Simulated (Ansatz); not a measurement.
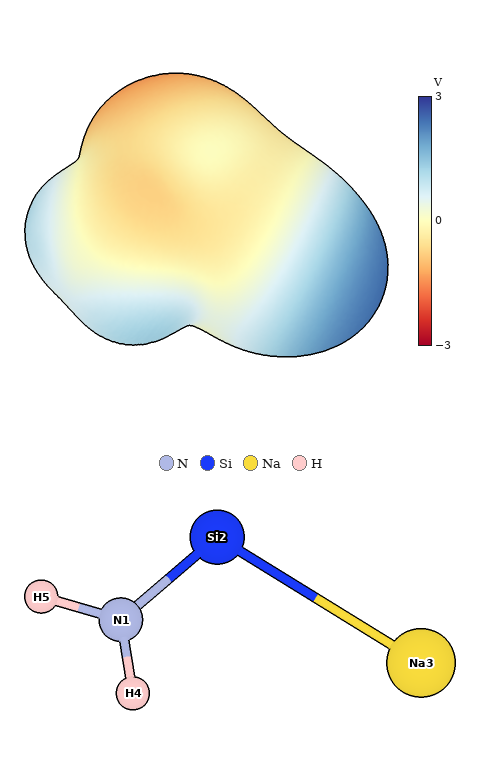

*H₂NNaSi. The electrostatic potential painted on the density surface at 0.001 e/bohr³, seen at a tilt; red is negative and blue positive. The bare structure is drawn below in the same view.*

Geometry: PBE0-D4/def2-TZVP.

Level of theory: RKS PBE0-D4/def2-TZVPP in Ansatz.

```xyz
5

N    -1.0631    0.4416   -0.3728
Si    0.5536    0.6274    0.1835
Na    1.4255   -2.1288    0.6512
H    -1.5741   -0.4156   -0.5019
H    -1.6244    1.2457   -0.6169
```

Which sites attract a positive test charge, and which a negative one?

A positive charge is drawn to the negative regions and a negative charge to the positive ones. The most negative region (about −1.6 V) lies over Si2, the most positive (about +2.5 V) over Na3.
